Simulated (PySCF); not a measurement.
C₇H₁₂O₂Si (SMILES CC#C[SiH2]C(=O)OC(C)C)

Input

```
{"job": {"kind": "nmr", "xc": "PBE0", "basis": "pcSseg-1"}, "charge": 0, "multiplicity": 1}
C      3.791379    -1.556761    -1.180257
C      3.063538    -0.742663    -0.234701
C      2.458916    -0.066948     0.561292
Si     1.503333     0.965200     1.750044
C     -0.102159     1.441840     0.812992
O     -0.382968     2.528415     0.366425
O     -0.881821     0.366140     0.703698
C     -2.119912     0.484099    -0.021374
C     -3.057115    -0.591526     0.506390
C     -1.848606     0.332449    -1.513991
H      3.882108    -1.033789    -2.132123
H      4.789071    -1.770124    -0.797183
H      3.265347    -2.497585    -1.341722
H      2.232896     2.186297     2.090741
H      1.120914     0.165819     2.916646
H     -2.526959     1.484758     0.177091
H     -3.200523    -0.476516     1.577740
H     -4.021269    -0.514419     0.011769
H     -2.634735    -1.575101     0.315984
H     -2.779852     0.398071    -2.069800
H     -1.381223    -0.630373    -1.708326
H     -1.180769     1.122101    -1.850059
```

Command:

```sh
OMP_NUM_THREADS=1 python probes_run.py task.json out
```

Geometry: GFN2-xTB.

All numbers below come from PySCF 2.14.0, PBE0/pcSseg-1, SCF density, gas phase, non-relativistic.

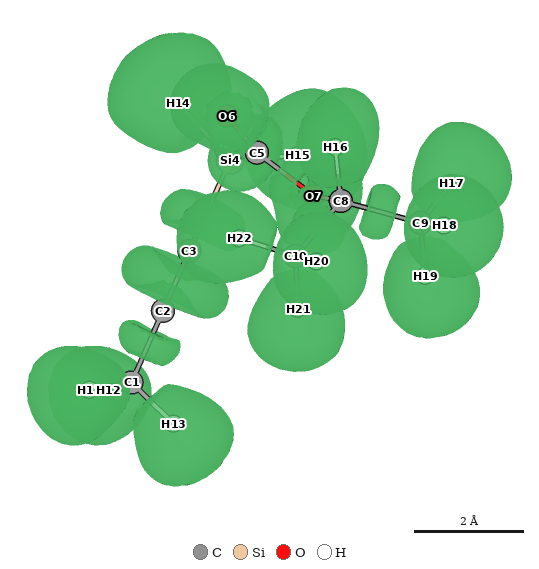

Figure 1. Isosurface of the electron localisation function at 0.75 (green), seen at an oblique angle. Only the valence region is drawn (cores and ρ < 0.01 e/Å³ removed).

**What do the ELF domains correspond to?**

The surface consists of four regions between bonded C–C atoms (shared pairs), two regions between bonded C–Si atoms (shared pairs), twelve regions around hydrogen nuclei and two regions on O in which the atom's valence shell and bonds are merged. Along the contacts the grid gives the following. C–C (1.21 Å): the ELF peaks at about 0.85 between the atoms; a multiple bond. C–O (1.21 Å): the ELF peaks at about 0.85 between the atoms; a multiple bond.

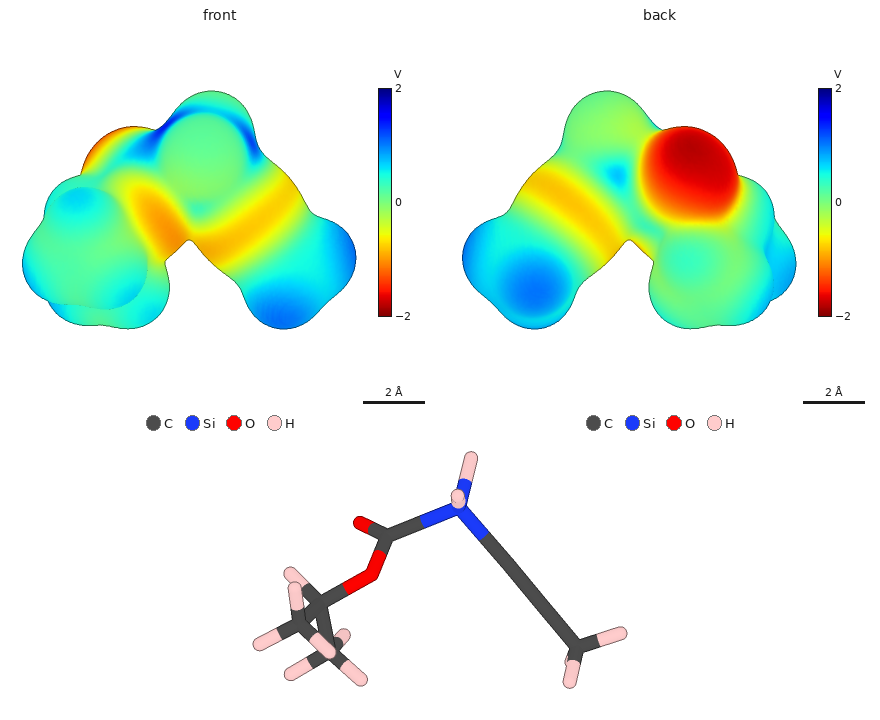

Figure 2. The electrostatic potential painted on the density surface at 0.002 e/bohr³, seen from the front and from behind; red is negative and blue positive. The bare structure is drawn below in the same view.

**Describe the electrostatic potential map.**

The most negative region (about −1.8 V, or −42 kcal/mol for a unit charge) lies over O6, the most positive (about +1.2 V, or +28 kcal/mol for a unit charge) over Si4. O6 is the likeliest acceptor of a hydrogen bond.

**How polar is the molecule by this calculation?**

Its dipole moment is 2.83 D.

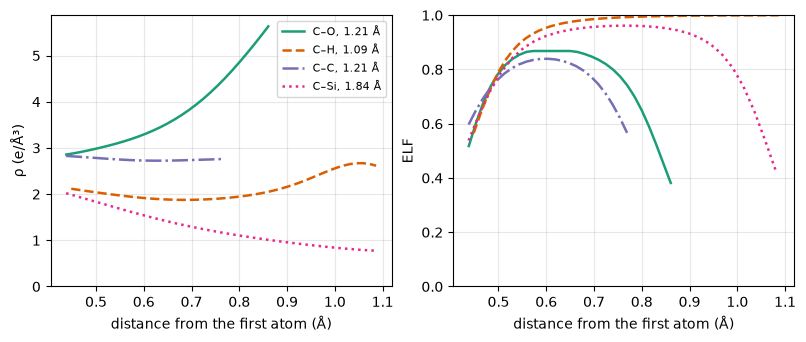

Figure 3. Electron density and ELF along straight lines between neighbouring atoms. The curves leave out the atomic cores.

**What can be read from the curves?**

C–O (1.21 Å): ρ at the midpoint is about 3.3 e/Å³; the ELF peaks at about 0.85 between the atoms: a multiple bond.
C–H (1.09 Å): ρ at the midpoint is about 2 e/Å³; the ELF climbs to about 1 towards the hydrogen, as it does in any bond to H; an ordinary covalent bond to hydrogen.
C–C (1.21 Å): the density is about 2.7 e/Å³ at the midpoint; the ELF peaks at about 0.85 between the atoms; a multiple bond.
C–Si (1.84 Å): the density is about 0.93 e/Å³ at the midpoint; the ELF peaks at about 0.95 between the atoms, as expected for a covalent bond.
